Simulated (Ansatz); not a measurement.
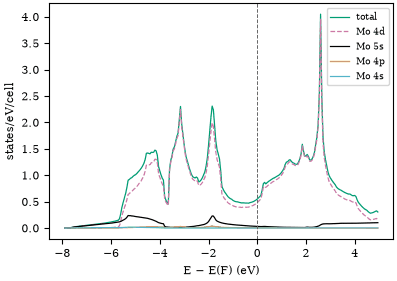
Figure. Total and projected density of states of Mo (bcc (W type), Im-3m), plane-wave PAW r²SCAN (Ansatz code)

Which orbitals carry the states next to the Fermi level?

Within 0.5 eV of the Fermi level: Mo 4d 89 %, Mo 5s 5 %, outside the projected shells 5 %. Projections are on Löwdin-orthogonalised atomic valence shells; empty p or d shells of many metals are not among them.

Where is the tallest occupied peak in this window, and what makes it?

Near -1.9 eV, about 2.3 states/eV per cell; the largest projected share is Mo 4d.

The r²SCAN relaxation kept the symmetry of its start. The run is not spin-polarised. Spin–orbit coupling is left out wherever it is not named.

Potentials: the later of the program's two PAW sets.
